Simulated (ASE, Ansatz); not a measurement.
# Random rutile alloy of IrO2 and SiO2 (96 atoms): a single point, part 2 of 2

Wanted: forces, charges and levels of random rutile alloy of IrO2 and SiO2 (96 atoms).

Ansatz 0.2.0; Kohn-Sham DFT, PBE, PAW (set soft_2), plane waves.

The cell: 28 Si, 64 O and 4 Ir. The host structure and its lattice constant were typed by rule, without a check against the phase diagram. The main run has no spin polarisation. No spin–orbit coupling is included.

So far. Step 2 (Plane-wave single point): Mean Löwdin charges: Ir +1.52, O -0.70, Si +1.61 e (they miss 1.1 % of the electrons, so they add up to more than the cell's charge).

### Step 3. Local order

These statistics describe the geometry on which the runs were made.

Density 5.52 g/cm³, 8.087 Å³ an atom.

g(r), total and by pair (bins of 0.2 Å):

| r (Å) | total | O-O | O-Si | O-Ir | Si-Si | Si-Ir | Ir-Ir |
| --- | --- | --- | --- | --- | --- | --- | --- |
| 1.50 | 0.14 | 0.00 | 0.36 | 0.00 | 0.00 | 0.00 | 0.00 |
| 1.70 | 1.98 | 0.00 | 4.45 | 4.47 | 0.00 | 0.00 | 0.00 |
| 1.90 | 1.77 | 0.00 | 3.99 | 4.08 | 0.00 | 0.00 | 0.00 |
| 2.10 | 0.17 | 0.16 | 0.20 | 0.28 | 0.00 | 0.00 | 0.00 |
| 2.30 | 0.45 | 1.01 | 0.00 | 0.00 | 0.00 | 0.00 | 0.00 |
| 2.50 | 1.72 | 3.81 | 0.00 | 0.00 | 0.24 | 0.43 | 0.00 |
| 2.70 | 1.44 | 2.79 | 0.00 | 0.00 | 1.93 | 1.58 | 0.00 |
| 2.90 | 0.35 | 0.65 | 0.00 | 0.00 | 0.47 | 1.00 | 0.00 |
| 3.10 | 1.08 | 0.70 | 1.42 | 0.99 | 1.44 | 1.39 | 3.83 |
| 3.30 | 1.50 | 0.08 | 1.96 | 2.37 | 4.93 | 5.84 | 0.00 |
| 3.50 | 0.51 | 0.50 | 0.52 | 0.30 | 0.66 | 0.47 | 0.00 |
| 3.70 | 0.99 | 0.57 | 1.64 | 1.76 | 0.00 | 0.00 | 0.00 |
| 3.90 | 0.55 | 0.26 | 0.95 | 1.04 | 0.05 | 0.00 | 0.00 |
| 4.10 | 1.37 | 1.14 | 1.71 | 1.85 | 0.84 | 0.80 | 2.21 |
| 4.30 | 1.50 | 1.18 | 1.91 | 1.86 | 1.21 | 1.06 | 2.12 |
| 4.50 | 1.08 | 2.28 | 0.12 | 0.06 | 0.12 | 0.00 | 0.00 |
| 4.70 | 0.68 | 1.47 | 0.05 | 0.00 | 0.00 | 0.12 | 0.00 |
| 4.90 | 0.95 | 0.75 | 0.89 | 0.85 | 2.10 | 2.06 | 0.00 |
| 5.10 | 1.29 | 0.99 | 0.97 | 1.11 | 3.71 | 3.94 | 3.00 |
| 5.30 | 1.22 | 1.03 | 1.62 | 1.46 | 0.42 | 0.59 | 0.00 |
| 5.50 | 0.70 | 0.52 | 0.95 | 1.04 | 0.42 | 0.18 | 2.60 |
| 5.70 | 0.44 | 0.21 | 0.74 | 0.82 | 0.14 | 0.08 | 0.00 |
| 5.90 | 0.74 | 1.29 | 0.26 | 0.18 | 0.50 | 0.63 | 0.00 |
| 6.10 | 0.83 | 0.82 | 0.93 | 0.96 | 0.47 | 0.53 | 0.00 |
| 6.30 | 1.47 | 0.78 | 2.51 | 2.55 | 0.08 | 0.07 | 0.00 |
| 6.50 | 1.53 | 1.99 | 1.17 | 1.18 | 1.21 | 1.17 | 0.00 |
| 6.70 | 1.21 | 1.37 | 0.77 | 0.77 | 2.23 | 2.58 | 0.85 |
| 6.90 | 1.18 | 0.94 | 0.98 | 0.81 | 2.94 | 3.02 | 4.04 |

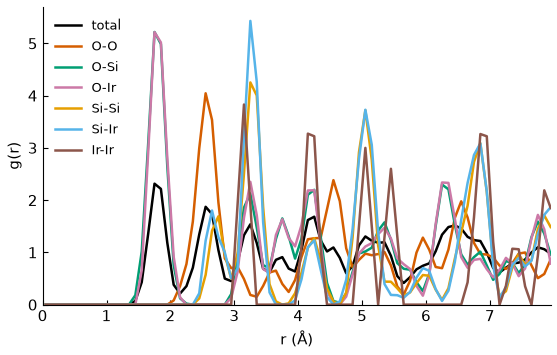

Pair distribution functions, lightly smoothed.

Bonds by pair of elements; cutoffs follow the first minimum of g(r), held within bounds set by covalent radii, and pairs that aren't listed don't count as bonded:

| pair A-B | cutoff (Å) | bonds | mean length (Å) | spread (Å) | shortest (Å) | B about A | A about B |
| --- | --- | --- | --- | --- | --- | --- | --- |
| O-Si | 2.16 | 168 | 1.80 | 0.106 | 1.52 | 2.62 | 6 |
| O-Ir | 2.43 | 24 | 1.83 | 0.106 | 1.64 | 0.375 | 6 |

How many atoms have how many bonded neighbours:

| element | mean | 3 | 6 |
| --- | --- | --- | --- |
| Ir | 6 | 0 | 4 |
| O | 3 | 64 | 0 |
| Si | 6 | 0 | 28 |

Bond angles (no mean is given where the spread exceeds 20°):

| angle | count | mean (°) | spread (°) |
| --- | --- | --- | --- |
| O-Si-O | 420 | - | - |
| Si-O-Si | 145 | 120 | 14.9 |
| O-Ir-O | 60 | - | - |
| Ir-O-Si | 46 | 120 | 16.1 |
| Ir-O-Ir | 1 | 122 | 0 |

Oxygen atoms by the number of network formers (Si, P, Ge, B, Al, As, Ga) bound to them:

| network formers bound to O | O atoms | per cent |
| --- | --- | --- |
| 0 | 0 | 0 |
| 1 | 1 | 1.6 |
| 2 | 22 | 34.4 |
| 3 | 41 | 64.1 |

Network units: each former by its oxygen neighbours and how many of them bridge to another former:

| former | O neighbours | bridging O | atoms |
| --- | --- | --- | --- |
| Si | 6 | 5 | 1 |
| Si | 6 | 6 | 27 |

Rings of the network by King's shortest-path rule, up to 12 atoms, one path for each pair of neighbours; H, halogens, alkali and alkaline-earth atoms are left out, and the last column divides by all other atoms, bonded or not:

| ring size (atoms) | rings | per network atom |
| --- | --- | --- |
| 4 | 32 | 0.333 |
| 6 | 128 | 1.33 |
| 8 | 91 | 0.948 |

For some of the pairs, g(r) has its first main peak near 2.57 Å (O-O), 1.79 Å (O-Si) and 1.79 Å (O-Ir). Counting bonds as in the table, all Ir atoms have 6, all O atoms have 3 and all Si atoms have 6 bonded neighbours. Counting bonds to Si alone, not to Ir, 34 % of the oxygens join two of these atoms and 2 % one; 64 % join three. The commonest Si unit has 6 oxygens, 6 of them shared with other formers (27 of 28 atoms). Rings of 6 atoms are the most common (51 % of those counted); sizes run from 4 to 8.

A closer look about Ir62, which bears the longest force: 10 atoms, nearest first, numbered in the order of the input, with positions taken from that point.

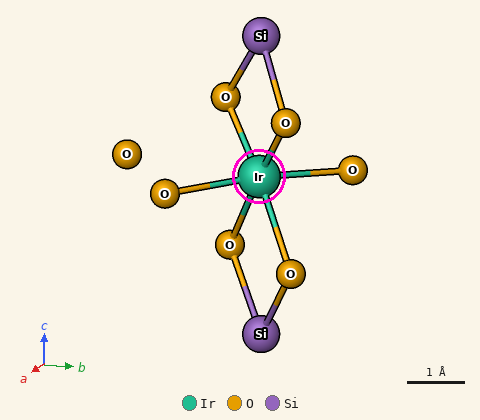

The atoms of the table, within 3.1 Å (arrows a, b, c point along x, y, z); some may hide others; the central atom is ringed.

| atom | x | y | z | distance (Å) | bonds | Löwdin charge (e) | Fx | Fy | Fz (eV/Å) |
| --- | --- | --- | --- | --- | --- | --- | --- | --- | --- |
| Ir62 | 0.00 | 0.00 | 0.00 | 0.00 | 6 | 1.58 | -0.30 | 0.30 | -18.96 |
| O69 | -0.79 | -0.91 | 1.18 | 1.69 | 3 | -0.63 | -6.43 | -5.33 | 11.19 |
| O70 | 0.83 | 0.80 | 1.23 | 1.69 | 3 | -0.61 | 5.39 | 4.85 | 9.71 |
| O65 | -1.17 | 1.34 | -0.05 | 1.78 | 3 | -0.66 | -5.79 | 4.07 | -0.23 |
| O66 | 1.17 | -1.34 | -0.15 | 1.79 | 3 | -0.67 | 5.70 | -5.19 | 1.26 |
| O64 | 0.86 | 0.90 | -1.49 | 1.94 | 3 | -0.73 | -2.50 | -2.59 | -2.85 |
| O63 | -0.92 | -0.87 | -1.53 | 1.99 | 3 | -0.74 | 1.87 | 2.52 | -0.88 |
| Si68 | -0.09 | 0.01 | 2.53 | 2.54 | 6 | 1.55 | 1.69 | -1.14 | 3.45 |
| Si56 | 0.01 | 0.04 | -2.86 | 2.86 | 6 | 1.54 | -0.89 | -2.40 | 2.94 |
| O89 | -1.15 | -2.88 | -0.11 | 3.11 | 3 | -0.70 | -2.90 | -0.49 | 0.62 |

The column of bonds counts only the pairs O-Si within 2.16 Å, O-Ir within 2.43 Å; other neighbours, such as metal atoms beside each other in a compound, aren't counted, and periodic images can show an atom twice.

### Step 4. Summary of results

```json
{
  "free energy per atom": "-1061.3755 eV/atom",
  "density": "5.517 g/cm³",
  "pressure": "28.99 GPa",
  "r.m.s. force component": "3.497 eV/Å",
  "wall time of the 1 DFT run": "32 s"
}
```

In words: 9 levels are partly filled, by over 2 % (on the run's k-points): no clear gap opens at this level. Counting bonds as in the table, all Ir atoms have 6, all O atoms have 3 and all Si atoms have 6 bonded neighbours.

Caveats: The geometry was built by rule, was displaced at random and isn't relaxed at this level: its force components are 3.5 eV/Å r.m.s. The stress is far from hydrostatic: its diagonal is 25.4, 26.4, 35.1 GPa, compression counted positive. The pressure of 29 GPa belongs to a cell and atoms that aren't relaxed at this level.

[Logs are printed without paths, hosts, clocks, repeated set-up lines and the standing remarks that a program may print on its own settings, such as how far it seeks lower states.]

[Hosts, paths, dates, database ids (printed as entryN), source tags and the programs' standing remarks are cut or masked in the printed files.]
